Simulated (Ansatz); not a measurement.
# Y2VPb2, from a guessed structure to a relaxed one, part 2 of 2

Starting from a made-up structure for Y2VPb2, the aim is the relaxed cell, its shortest contacts and, where a second run follows, its electronic structure.

Ansatz 0.2.0; DFT, PBEsol, plane-wave PAW, files of the set soft_1, scalar-relativistic, ferromagnetic start, cell and ions relaxed at zero pressure; PAW set soft_1 (the session's first sound run).

So far: Starting point; Relaxation of the guess. The relaxed cell has a, b, c = 4.385, 6.447, 9.027 Å (conventional setting).

## 3. Electronic structure of the relaxed cell

With the geometry fixed, one more self-consistent run, with a narrower smearing and the mesh shown in its input, gives the bands, and its pressure, and its forces where symmetry allows any, show how far the geometry depends on these settings.

This step: DFT, PBEsol, plane-wave PAW, files of the set soft_1, scalar-relativistic, ferromagnetic start, bands and density of states at the relaxed cell; PAW set soft_1 (Ansatz 0.2.0).

input.yaml

```yaml
crystal:
  lattice:
    - [-2.1922705693, 3.2236402786, 4.5135761579]
    - [2.1922705693, -3.2236402786, 4.5135761579]
    - [2.1922705693, 3.2236402786, -4.5135761579]
  atoms:
    - { symbol: Pb, position: [0.7352075504, 0.5, 0.2352075504] }
    - { symbol: Pb, position: [0.2647924496, 0.5, 0.7647924496] }
    - { symbol: "Y", position: [0.7052569519, 0.2052569519, 0.5] }
    - { symbol: "Y", position: [0.2947430481, 0.7947430481, 0.5] }
    - { symbol: V, position: [0.0, 0.0, 0.0], spin: 2.3 }
magnetization:
  spin_polarized: true
kpoints:
  mp_grid: { grid: [8, 8, 8] }
  band_path:
    path:
      - [[0.0, 0.0, 0.0], [-0.30897756, 0.30897756, 0.30897756], [-0.18650146, 0.18650146, 0.43145365], [0.0, 0.0, 0.5], [0.25, 0.25, 0.25], [0.0, 0.5, 0.0], [0.30897756, 0.69102244, -0.30897756], [0.5, 0.5, -0.5], [0.0, 0.0, 0.0], [0.37752391, -0.37752391, 0.37752391], [0.5, 0.0, 0.0], [0.25, 0.25, 0.25]]
      - [[0.18650146, -0.18650146, 0.56854635], [0.37752391, -0.37752391, 0.37752391]]
      - [[0.62247609, 0.37752391, -0.37752391], [0.5, 0.5, -0.5]]
    npoints: 6
scf:
  occupations: { method: fermi_dirac, width: 0.03 }
  n_extra_bands: 11
hamiltonian:
  xc: pbesol
  pseudopotentials: { kind: paw, azcp: { folder: soft_1 }, xc_functional: pbe }
output:
  forces: true
  stress: true
  write_bands: true
  dos: { projected: true }
  write_density: true
  write_potential: true
  elf: true
  volumetric_format: npy
```

Run with:

```sh
ansatz run input.yaml --threads 4 --pin off --max-ram 8192MiB --backend cpu --events-out ev --progress --plain --runs-dir out
```

Numbers of over 12 decimals in the logs are rounded to 6 here.

What it wrote:

```text
[...]
Crystal: 5 atoms, lattice volume = 127.591 Å³
Basis set: ecut = 420 eV, 2495 PW (Γ), exchange–correlation on 80×80×80 points (8 copies of the dense FFT grid, shifted against one another)
Bands: 43, of which v1, the nominal top of the filled ones, is band 32 counted from 1 (31 counted from 0)
Symmetry: 8 space group operations
[...]
k-points: 95 of 512
[...]
Starting moments: Σ|m| = 2.3 μB on 1 of 5 sites
[...]
SCF iter   1: F=—  HF=-33992.505468 eV  |F-HF|=—  |Δ(HF+E_count)|=         —  Δρ=2.49e-2 (↑2.47e-2 ↓2.49e-2)  dr2=6.49e0  dr2_m=6.44e-2  M=2.069 μB ∫|m|=2.505 μB  β_m=0.30  ethr=3.10e-3  ⟨swp⟩=6.3  Hψ=33349  notcnv=0
[...]
SCF iter  12: F=-33990.767061 eV  HF=-33990.767061 eV  |F-HF|=1.44e-8  |Δ(HF+E_count)|=  9.68e-10  Δρ=1.92e-6 (↑1.92e-6 ↓5.25e-7)  dr2=1.62e-8  dr2_m=6.79e-10  M=2.888 μB ∫|m|=3.435 μB  ethr=2.51e-11  ⟨swp⟩=14.1  Hψ=55797  notcnv=0
SCF 1 converged in 12 iterations: F = -33990.767061 eV  dr2 = 1.62e-8
[...]
NSCF: frozen V_eff on 81 k-points
SCF converged after 12 iterations
Magnetization: 2.8884 μB (32.9442 up, 30.0558 down)
Absolute magnetization: 3.4454 μB (∫|ρ↑−ρ↓|, with the PAW one-centre terms)
[...]
Per-site moments (μB) at R_I (Å): [(-0.015846, 1.146168), (-0.015846, 1.146168), (0.012100, 1.304033), (0.012100, 1.304033), (2.285372, 1.146168)]
Free energy (F): -33990.767061 eV
[...]
Internal energy: -33990.755477 eV  (E = F + TS)
E sigma→0 (E₀):  -33990.761269 eV
Entropy (-TS):   -0.011584 eV (-2.317 meV/atom)
Fermi energy:    11.992834 eV
[...]
--- Forces (eV/Å), atoms counted from 1 ---
  atom   1  Pb     0.00000000    -0.01791874     0.00000000
  atom   2  Pb     0.00000000     0.01791874     0.00000000
  atom   3  Y      0.00000000     0.00000000     0.00912149
  atom   4  Y      0.00000000     0.00000000    -0.00912149
  atom   5  V      0.00000000     0.00000000     0.00000000
  max |Σ_I F_I| component: 3.47e-18 eV/Å
--- Stress (GPa, compression-positive) ---
        0.045987       0.000000       0.000000
        0.000000      -0.108925       0.000000
        0.000000       0.000000      -0.007406
  P = ⅓ Tr σ = -0.0234 GPa (-0.234 kbar)
--- Band table (eV; the first three rows and the last of 190) ---
  k-point 0 ↑: bands = [... 28 lower, 10.2901, 10.3832, 11.0945, 11.3210, 11.4119, 12.6865, 12.7435, 13.1316, ... 7 higher]
  k-point 1 ↑: bands = [... 28 lower, 10.3041, 10.7679, 11.1577, 11.4720, 11.5308, 12.6692, 12.6943, 12.9078, ... 7 higher]
  k-point 2 ↑: bands = [... 28 lower, 10.1161, 10.8955, 11.3480, 11.4935, 11.6696, 12.4820, 12.5311, 12.7405, ... 7 higher]
  k-point 94 ↓: bands = [... 28 lower, 11.3293, 11.4677, 12.8358, 13.2074, 13.2173, 13.4124, 13.8759, 14.0310, ... 7 higher]
```

The job ended after 27 s (4 threads of Intel Xeon Platinum 8259CL at 2.50GHz (Skylake/Cascade Lake), shared host; peak memory 1 GiB).

Reading the cycles: dr2 is the Hartree energy of the density residual (eV), the measure of convergence; HF is the Harris–Foulkes estimate of the energy, which meets the free energy F at convergence.

This step gave:

* free energy: -33990.7671 eV
* energy at zero smearing: -33990.7613 eV
* smearing term TS: 0.01158 eV
* Fermi energy: 11.99 eV
* magnetization: 2.888 μB
* absolute magnetization: 3.445 μB
* site moments: -0.01585, -0.01585, 0.01210, 0.01210, 2.285 μB
* pressure: -0.02345 GPa

bands.tsv at the labelled points (eV, zero at the Fermi level; the bands that come nearest the Fermi level along the path):

```
point  band_30_up  band_31_up  band_32_up  band_33_up  band_34_up  band_29_dn  band_30_dn  band_31_dn
    Γ       -0.90       -0.67       -0.58        0.69        0.75       -0.91        0.00        0.72
    X       -0.91       -0.76       -0.56        0.36        0.97       -0.19        0.14        0.75
    L       -0.88       -0.58       -0.54        0.11        0.92       -0.11        0.27        0.70
    T       -0.96       -0.56       -0.55        0.11        0.33       -0.50        0.42        0.44
    W       -0.82       -0.50       -0.17       -0.14        0.12       -0.55        0.38        0.50
    R       -0.79       -0.78       -0.66        0.14        0.15       -0.35       -0.33        0.57
   X1       -0.91       -0.76       -0.56        0.36        0.97       -0.19        0.14        0.75
    Z       -0.74       -0.42        0.72        0.95        1.23       -0.53        0.84        1.21
    Γ       -0.90       -0.67       -0.58        0.69        0.75       -0.91        0.00        0.72
    Y       -0.49       -0.42        0.24        0.65        1.15       -0.13        0.65        0.75
    S       -0.91       -0.63        0.09        0.17        0.87       -0.43        0.15        0.15
    W       -0.82       -0.50       -0.17       -0.14        0.12       -0.55        0.38        0.50
   L1       -0.88       -0.58       -0.54        0.11        0.92       -0.11        0.27        0.70
    Y       -0.49       -0.42        0.24        0.65        1.15       -0.13        0.65        0.75
   Y1       -0.49       -0.42        0.24        0.65        1.15       -0.13        0.65        0.75
    Z       -0.74       -0.42        0.72        0.95        1.23       -0.53        0.84        1.21
```

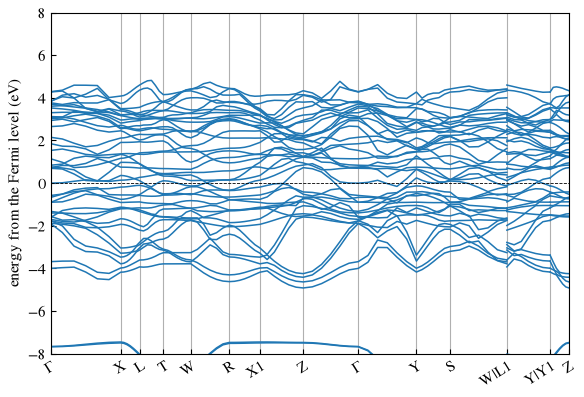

Bands along the path. 46 bands lie wholly below the window drawn.

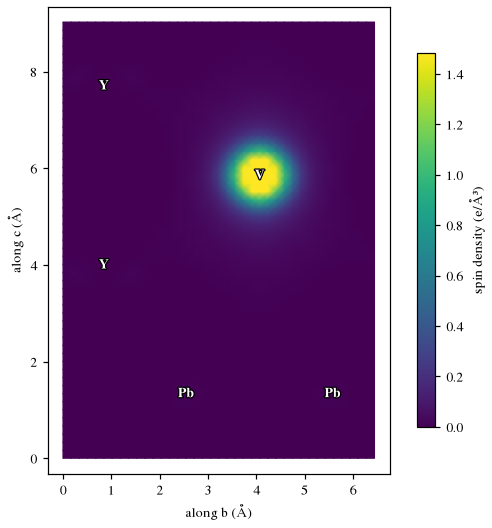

Spin density in the bc plane of the conventional cell at fractional x = 0.000, with atoms of Pb and Y and V within 0.2 Å of it. The map starts off the cell's origin, so that atoms lie inside it.

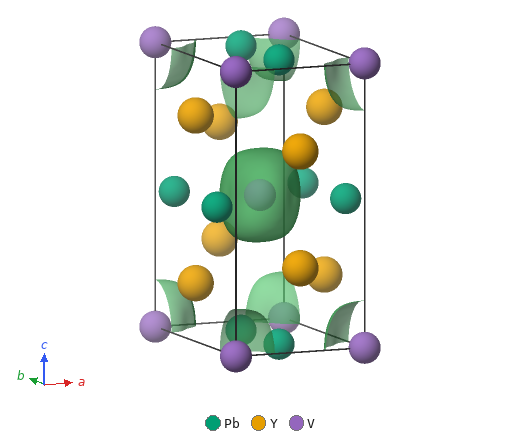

Surface of spin density = 0.051 e/Å³, which holds about 70 % of the integral of its size.

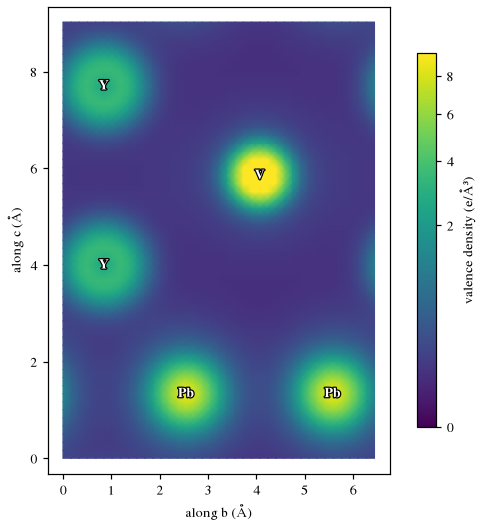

Valence density in the bc plane of the conventional cell at fractional x = 0.000, with atoms of Pb and Y and V within 0.2 Å of it. It is the smooth field of the valence electrons, not physical close to the nuclei. The map starts off the cell's origin, so that atoms lie inside it. The colour scale is stretched toward low values.

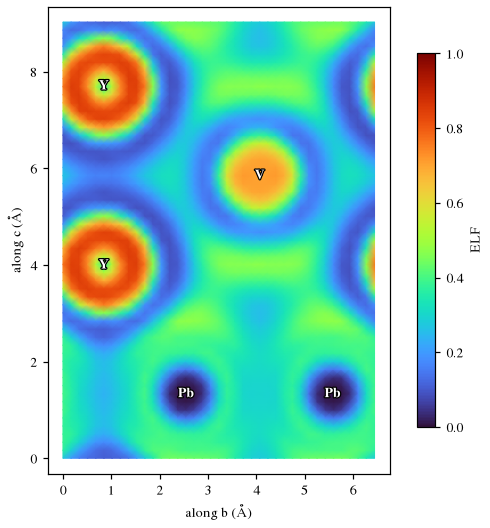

ELF in the bc plane of the conventional cell at fractional x = 0.000, with atoms of Pb and Y and V within 0.2 Å of it. It is the smooth field of the valence electrons, not physical close to the nuclei. The map starts off the cell's origin, so that atoms lie inside it.

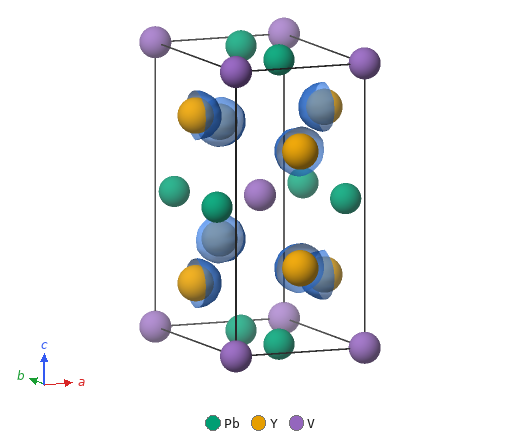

Surface of ELF = 0.78.

## 4. What came out

```yaml
space_group_relaxed: Immm
conventional_cell: a = 4.385, b = 6.447, c = 9.027 Å; α = 90.0°, β = 90.0°, γ = 90.0°
volume_per_atom: 25.52 Å³ (guess 26.42)
total_moment: 2.88 μB in the cell of 5 atoms
```

Y2VPb2 relaxes to Immm with a = 4.385, b = 6.447 and c = 9.027 Å. The guessed volume was 4 % too large. The space group Immm was held in the relaxation, so the end point is a stationary structure within it and may be a saddle against distortions or other arrangements. The input starts from parallel moments, and no other start was typed. Bands cross the Fermi level, so it is a metal or semimetal at this level. On the 8×8×8 mesh with the narrower smearing (relaxed on 7×7×7) the largest force component is 0.018 eV/Å and the largest stress component is 0.109 GPa, against the relaxation's thresholds of 0.015 eV/Å and 0.05 GPa. The cutoff wasn't tested. Spin-orbit coupling is left out, which can matter for elements this heavy. No dispersion term is used, so weakly bound directions may come out too long. Nothing here tests whether the compound is stable against decomposition.

[Logs are printed without paths, hosts, clocks, repeated set-up lines and the standing remarks that a program may print on its own settings, such as how far it seeks lower states.]

[Hosts, paths, dates, database ids (printed as entryN), source tags and the programs' standing remarks are cut or masked in the printed files.]
